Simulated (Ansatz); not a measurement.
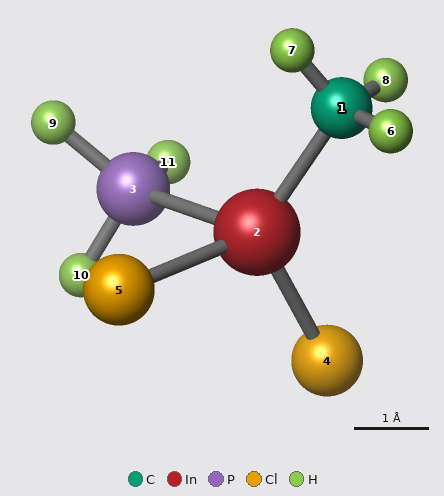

Fig. 1: The structure as given in the input (ball-and-stick view, seen at a tilt; atoms are numbered from 1 in the order of the input). Sticks mark near contacts. Bond lengths as drawn: Cl–In 2.36 Å, C–H 1.09 Å, C–In 2.13 Å, H–P 1.41 Å and In–P 2.75 Å.

**CH$_{6}$Cl$_{2}$InP: single-point calculation**

- system: CH$_{6}$Cl$_{2}$InP
- method: RKS PBE0-D4/def2-TZVPP (Ansatz 0.2.0)

The geometry comes from this level: PBE0-D4/def2-TZVP.

**What the program printed**
```
Functional definition: PBE0
  name "PBE0"
  cite "Adamo & Barone, J. Chem. Phys. 110, 6158 (1999) doi:10.1063/1.478522"
  cite "Perdew, Burke & Ernzerhof, Phys. Rev. Lett. 77, 3865 (1996) doi:10.1103/PhysRevLett.77.3865"
  parent pbe
  parameter a = 0.25
  parameter kappa = 0.804
  parameter beta = 0.06672455060314922
  exchange = (1 - a)*pbe_x(kappa = kappa, mu = beta*pi^2/3) + a*exact_x
  correlation = pbe_c(beta = beta)
1965 factors; their error is unknown
mean field evaluation 1: about -40626.8625 eV, gradient 5.6e1 eV
mean field evaluation 2: about -40622.0604 eV, gradient 6.7e1 eV
mean field evaluation 4: about -40634.1910 eV, gradient 3.2e0 eV
mean field evaluation 8: about -40634.2140 eV, gradient 4.9e-2 eV
mean field evaluation 16: about -40634.3167 eV, gradient 5.2e-5 eV
mean field -40634.31668004 eV, -1493.2835950623 hartree, gradient 5.2e-5 eV, S^2 0.000000; 0 other end points of the search recorded, 0 dependent functions left out
reference -40634.31672861 eV, -1493.2835968473 hartree; 41, 41 occupied and 250, 250 virtual orbitals, 1965 factors
Total energy: -40634.58738993 eV, -1493.2935434672 hartree
```

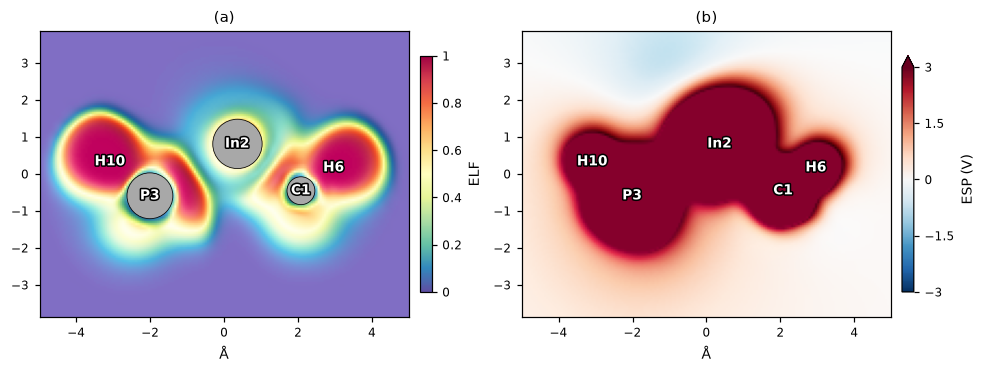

Fig. 2: (a) ELF; (b) electrostatic potential on the plane of atoms In2, P3 and H10. Grey discs, where drawn, cover atomic cores. The section cuts through C, In, P and H sites. C–In (2.13 Å): the ELF peaks at about 0.90 in the valence shell of C, 0.7 Å from its nucleus, and drops to about 0.20 between the two atoms. In–P (2.75 Å): the ELF peaks at about 1 in the valence shell of P, 1.0 Å from its nucleus, and drops to about 0.15 between the two atoms. C–H (1.09 Å): the ELF climbs to about 1 towards the hydrogen, as it does in any bond to H (a covalent bond by its length). P–H (1.41 Å): the ELF climbs to about 1 towards the hydrogen.

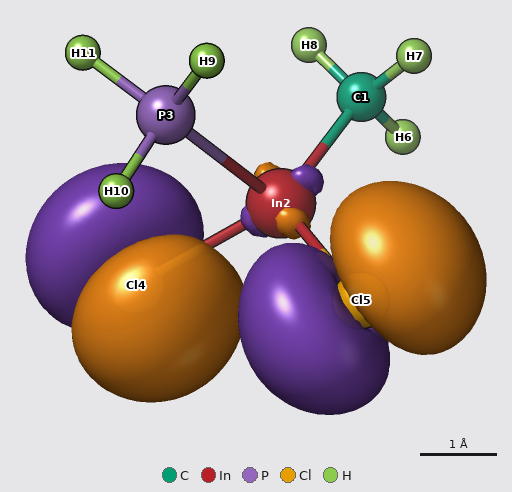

Fig. 3: The HOMO−1 at ±0.08 Å⁻³ᐟ² (orange and purple are the two phases), seen at an oblique angle. Its energy is −8.21 eV.

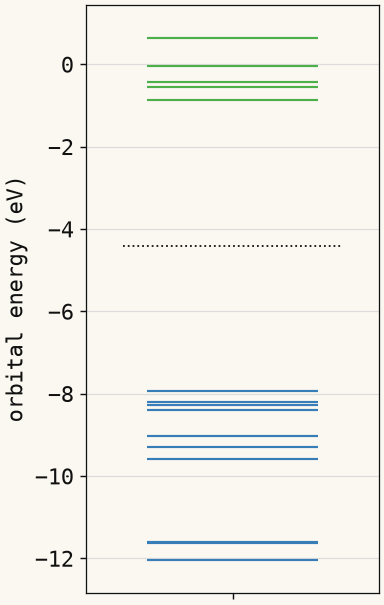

Fig. 4: Orbital energies near the frontier; the dotted line parts filled from empty levels, and levels within 0.02 eV of each other stand side by side. Highest filled −7.93 eV, lowest empty −0.88 eV, 7.05 eV apart.

The run was set up as follows.

**Input**
```yaml
crystal:
  periodic: [false, false, false]
  atoms:
    - {symbol: C, position_ang: [-2.075963, 0.146952, 0.717033]}
    - {symbol: In, position_ang: [-0.546453, 0.332516, -0.757726]}
    - {symbol: P, position_ang: [1.935161, -0.406366, 0.172577]}
    - {symbol: Cl, position_ang: [-0.310018, -1.228590, -2.513616]}
    - {symbol: Cl, position_ang: [0.350767, 2.430066, -1.367097]}
    - {symbol: H, position_ang: [-3.032372, 0.418029, 0.269923]}
    - {symbol: H, position_ang: [-1.866274, 0.817074, 1.550089]}
    - {symbol: H, position_ang: [-2.124296, -0.883052, 1.069020]}
    - {symbol: H, position_ang: [2.616146, 0.288396, 1.193598]}
    - {symbol: H, position_ang: [2.867660, -0.245484, -0.868617]}
    - {symbol: H, position_ang: [2.251041, -1.726440, 0.555318]}
basis:
  gaussian: {orbitals: def2-TZVPP}
hamiltonian: {xc: pbe0, dispersion: d4}
output: {orbitals: {seedname: orbitals}}
```

Run as:
```bash
ansatz run in.yaml --threads 8 --pin off --events-out ev --progress --plain --max-ram 18278MiB
```

**Results in brief**

- outcome: converged
- total energy: −40634.5874 eV
- mean-field energy: −40634.3167 eV
- dispersion energy: −0.2707 eV
- SCF solution under orbital rotations: stable
- HOMO: −7.93 eV
- LUMO: −0.88 eV
- hardware: 8 threads of Arm Neoverse V1, 23 GiB of memory available, shared host
- wall time: 3.5 s (CPU time 25 s)
- peak memory: 1.1 GiB
